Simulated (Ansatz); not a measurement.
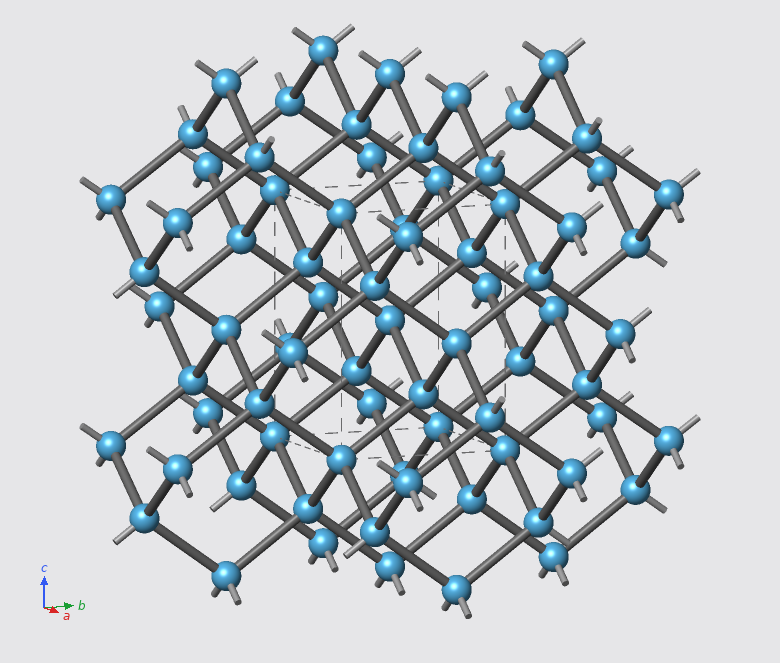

A cut-out of a periodic net derived from a crystal structure. Nodes are coloured by topological kind. Short stubs are edges that leave the cut-out.

Q: Describe the net.

A: A uninodal 4-connected, three-periodic net. It is the dia net, known from diamond, zinc blende and cristobalite.

Q: Give point symbol and coordination sequence.

A: 6^6, sequence 4, 12, 24, 42, 64, 92.

The net was derived as follows. CdHgS2 (space group P-4m2, No. 115): the input geometry of an electronic-structure calculation (not necessarily at equilibrium); the starting structure was generated, so it need not be a known form of this composition. Bonds are taken as Cd–S below 2.9 Å and Hg–S below 2.9 Å; no other contact counts. Simplification: prune 0- and 1-connected atoms, fold 2-connected ones into links. Cd, S and Hg are 4-connected nodes.
